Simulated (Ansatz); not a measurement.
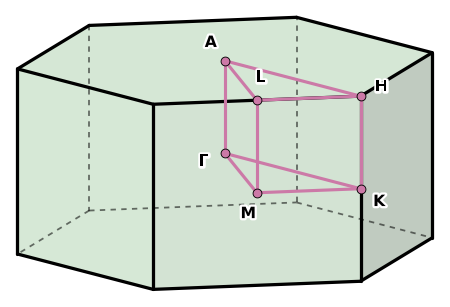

For C, coordinates from a relaxation with Ansatz 0.2.0, DFT, PBEsol, plane waves, PAW; the starting structure was generated, so it need not be a known form of this composition: the figure shows the first Brillouin zone with its special points and a band path. Geometry calculated from the standardised cell; symmetry tolerance 0.002 Å.

Labels and path follow the convention of Hinuma et al. (2017), as computed by seekpath.

Question: Which Bravais lattice has this zone?

Answer: A primitive hexagonal lattice (hP; extended symbol hP2). The zone is a hexagonal prism in its combinatorial type: 8 faces (6 with 4 edges, 2 with 6 edges), 18 edges, 12 vertices.

Question: In which order does the conventional band path visit the special points?

Answer: Γ–M–K–Γ–A–L–H–A | L–M | H–K
